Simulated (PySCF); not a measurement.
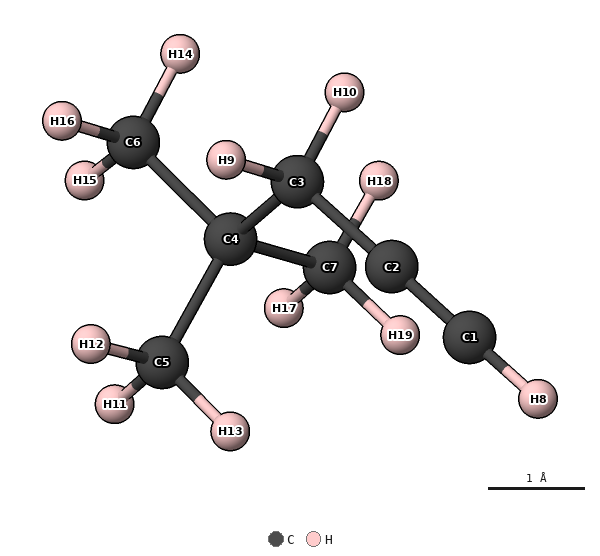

Figure 1. The structure as given in the input (ball-and-stick view, seen at a tilt; atoms are numbered from 1 in the order of the input). Bond lengths as drawn: C–C 1.20 to 1.54 Å and C–H 1.05 to 1.09 Å.

# What a change does: NMR shielding calculation on C7H12

System: C7H12, SMILES C#CCC(C)(C)C.
Method of run 1: GIAO PBE0/6-31G NMR shielding, non-relativistic, gas phase (PySCF 2.14.0).

The geometry comes from this level: GFN2-xTB. Text and figures count atoms from 1; the logs count them from 0 in places.

Input, run 1:
```
{"job": {"kind": "nmr", "xc": "PBE0", "basis": "6-31G", "pop": true, "scf": {"conv": 1e-07, "level_shift": 0.3}}, "charge": 0, "multiplicity": 1}
C      2.912735     0.980603     0.363331
C      1.751494     1.090120     0.095704
C      0.345048     1.210842    -0.225320
C     -0.420122    -0.117755    -0.058499
C     -0.316954    -0.589903     1.392542
C     -1.888027     0.114815    -0.421285
C      0.178393    -1.174864    -0.987594
H      3.932011     0.895213     0.595227
H     -0.097429     1.970008     0.426581
H      0.251742     1.557224    -1.258884
H     -0.852077    -1.527766     1.526196
H     -0.744547     0.147666     2.069145
H      0.724360    -0.742992     1.667524
H     -1.982938     0.452886    -1.451416
H     -2.454016    -0.807753    -0.312330
H     -2.333139     0.866016     0.228333
H     -0.351860    -2.118727    -0.880653
H      0.108436    -0.858642    -2.026520
H      1.227086    -1.337739    -0.749544
```

The first line tells a small driver script what to run in PySCF; the rest is the geometry in Å.

Command:
```bash
OMP_NUM_THREADS=1 python <driver script> task.json out
```

Hardware: 1 CPU thread, shared host.

Output (run 1):
```
final grid: 142920 points
cycle   1  E = -273.4686961242  dE =  7.058e-01  |g| = 2.994e-01  |ddm| = 3.804e+00
cycle   2  E = -273.4951924122  dE = -2.650e-02  |g| = 1.252e-01  |ddm| = 6.768e-01
cycle   3  E = -273.4991065805  dE = -3.914e-03  |g| = 4.309e-02  |ddm| = 1.902e-01
cycle   4  E = -273.4995437629  dE = -4.372e-04  |g| = 1.640e-02  |ddm| = 6.962e-02
cycle   5  E = -273.4996149450  dE = -7.118e-05  |g| = 3.752e-03  |ddm| = 2.040e-02
cycle   6  E = -273.4996202044  dE = -5.259e-06  |g| = 1.038e-03  |ddm| = 8.550e-03
cycle   7  E = -273.4996207203  dE = -5.159e-07  |g| = 2.599e-04  |ddm| = 3.113e-03
cycle   8  E = -273.4996207743  dE = -5.397e-08  |g| = 1.119e-04  |ddm| = 9.824e-04
level shift removed, Fock matrix diagonalised once more
converged SCF energy = -273.4996207743

GIAO shielding tensors (ppm)
atom      isotropic    diamagn.    paramagn.     s11        s22        s33       span
  0 C      131.553     287.671    -156.117     65.415     72.192    257.053    191.638
  1 C      121.055     257.018    -135.962     32.699     36.922    293.545    260.846
  2 C      167.147     243.616     -76.469    149.413    161.882    190.146     40.733
  3 C      169.114     234.482     -65.368    165.743    167.572    174.026      8.283
  4 C      172.318     247.712     -75.393    155.834    162.413    198.709     42.875
  5 C      169.412     246.499     -77.087    153.948    155.216    199.073     45.125
  6 C      172.359     247.717     -75.358    155.923    162.428    198.726     42.804
  7 H       31.498      31.799      -0.301     26.482     26.798     41.213     14.731
  8 H       30.758      29.327       1.431     25.760     30.619     35.895     10.135
  9 H       30.760      29.329       1.431     25.756     30.626     35.898     10.142
 10 H       32.022      31.778       0.244     28.245     29.690     38.129      9.884
 11 H       32.047      31.322       0.725     28.578     29.099     38.465      9.887
 12 H       30.958      31.671      -0.714     26.195     30.609     36.070      9.875
 13 H       31.948      30.562       1.386     28.156     29.491     38.196     10.040
 14 H       31.747      30.975       0.772     27.947     29.244     38.051     10.104
 15 H       31.948      30.561       1.387     28.156     29.490     38.197     10.041
 16 H       32.026      31.784       0.243     28.250     29.696     38.134      9.883
 17 H       32.051      31.327       0.725     28.582     29.102     38.470      9.888
 18 H       30.964      31.679      -0.715     26.199     30.614     36.078      9.879
```

For run 2 the input was changed thus:
```diff
-"basis": "6-31G"
-"pop": true
-"scf": {"conv": 1e-07
-"level_shift": 0.3}
+"basis": "pcSseg-1"
```

How does run 2 compare with run 1?

The total energy of run 2 is 19.8 kcal/mol lower, which measures the change of basis and not a stability. The HOMO goes from −7.44 to −7.67 eV. The LUMO goes from 1.78 to 1.06 eV. The dipole moment goes from 0.60 to 0.70 D. Of all shieldings, the largest change is that of C2, by −22.5 ppm. The SCF takes 14 iterations against 8. The basis functions go from 87 to 179.

Output (run 2):
```
coarse grid: 15048 points
cycle   1  E = -273.4201604707  dE =  6.755e-01  |g| = 4.887e-01  |ddm| = 3.867e+00
cycle   2  E = -273.4217388946  dE = -1.578e-03  |g| = 4.890e-01  |ddm| = 1.054e+00
cycle   3  E = -273.4843981604  dE = -6.266e-02  |g| = 4.489e-02  |ddm| = 4.832e-01
cycle   4  E = -273.4847353429  dE = -3.372e-04  |g| = 2.497e-02  |ddm| = 6.684e-02
cycle   5  E = -273.4848644731  dE = -1.291e-04  |g| = 1.031e-02  |ddm| = 2.733e-02
cycle   6  E = -273.4848888143  dE = -2.434e-05  |g| = 3.198e-03  |ddm| = 9.112e-03
cycle   7  E = -273.4848911797  dE = -2.365e-06  |g| = 5.184e-04  |ddm| = 2.560e-03
final grid: 142920 points
cycle   8  E = -273.5311264975  dE = -7.127e-05  |g| = 8.973e-03  |ddm| = 6.272e-02
cycle   9  E = -273.5311209438  dE =  5.554e-06  |g| = 1.012e-02  |ddm| = 1.756e-02
cycle  10  E = -273.5311470692  dE = -2.613e-05  |g| = 1.582e-03  |ddm| = 9.633e-03
cycle  11  E = -273.5311476135  dE = -5.443e-07  |g| = 5.714e-04  |ddm| = 1.610e-03
cycle  12  E = -273.5311476856  dE = -7.216e-08  |g| = 1.850e-04  |ddm| = 5.134e-04
cycle  13  E = -273.5311476939  dE = -8.251e-09  |g| = 2.867e-05  |ddm| = 1.663e-04
cycle  14  E = -273.5311476941  dE = -1.727e-10  |g| = 7.516e-06  |ddm| = 2.772e-05
converged SCF energy = -273.5311476941

GIAO shielding tensors (ppm)
atom      isotropic    diamagn.    paramagn.     s11        s22        s33       span
  0 C      109.584     258.573    -148.989     34.935     40.883    252.935    218.000
  1 C       98.550     261.054    -162.504     -1.548      3.735    293.462    295.010
  2 C      151.761     249.600     -97.838    134.235    145.402    175.647     41.411
  3 C      153.643     244.856     -91.213    149.356    153.084    158.489      9.134
  4 C      157.504     248.017     -90.513    139.410    147.128    185.975     46.565
  5 C      154.348     246.894     -92.546    137.321    138.651    187.074     49.753
  6 C      157.546     248.018     -90.472    139.506    147.143    185.990     46.484
  7 H       30.252      34.674      -4.422     24.740     25.119     40.896     16.157
  8 H       29.583      29.575       0.008     24.557     29.463     34.728     10.171
  9 H       29.585      29.575       0.010     24.554     29.470     34.732     10.178
 10 H       30.898      31.478      -0.581     27.165     28.476     37.052      9.887
 11 H       30.975      31.345      -0.370     27.563     27.874     37.486      9.923
 12 H       29.855      31.405      -1.549     25.229     29.561     34.776      9.547
 13 H       30.807      30.447       0.360     26.996     28.308     37.118     10.122
 14 H       30.624      30.562       0.062     26.879     28.026     36.965     10.086
 15 H       30.807      30.446       0.361     26.996     28.307     37.118     10.122
 16 H       30.902      31.483      -0.581     27.170     28.482     37.056      9.886
 17 H       30.979      31.349      -0.370     27.568     27.878     37.491      9.923
 18 H       29.861      31.411      -1.550     25.234     29.565     34.784      9.550
```

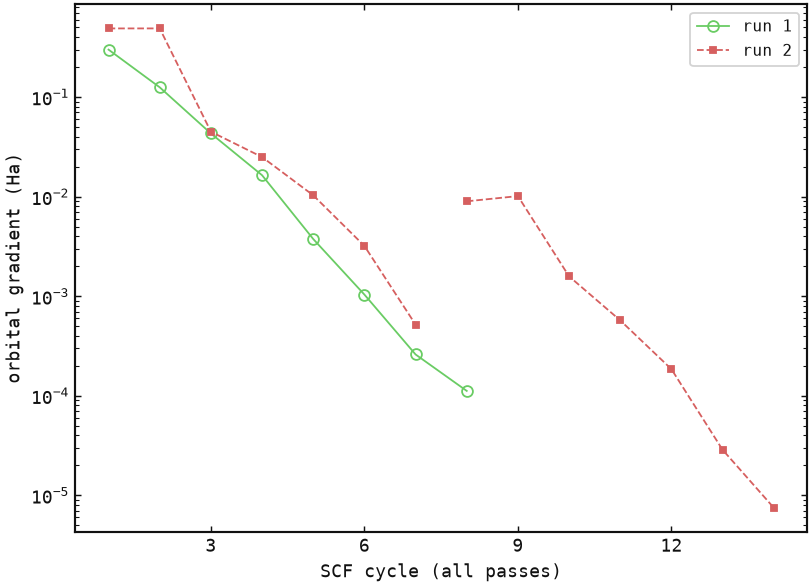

Figure 2. Convergence of the two runs: orbital gradient against the SCF cycle. A break in a curve parts two SCF passes (coarse and final grid). Run 1 takes 8 cycles in all, and run 2 takes 14.

The two runs side by side:

| quantity | run 1 | run 2 |
| --- | --- | --- |
| outcome | converged | converged |
| total energy (hartree) | −273.499621 | −273.531148 |
| HOMO (eV) | −7.44 | −7.67 |
| LUMO (eV) | 1.78 | 1.06 |
| dipole moment (D) | 0.60 | 0.70 |
| shielding of C1 (ppm) | 131.6 | 109.6 |
| shielding of C2 (ppm) | 121.1 | 98.5 |
| shielding of C3 (ppm) | 167.1 | 151.8 |
| shielding of C4 (ppm) | 169.1 | 153.6 |
| shielding of C5 (ppm) | 172.3 | 157.5 |
| shielding of C6 (ppm) | 169.4 | 154.3 |
| shielding of C7 (ppm) | 172.4 | 157.5 |
| SCF iterations | 8 | 14 |
| basis functions | 87 | 179 |
| wall time (shared host) | 11 s | 39 s |
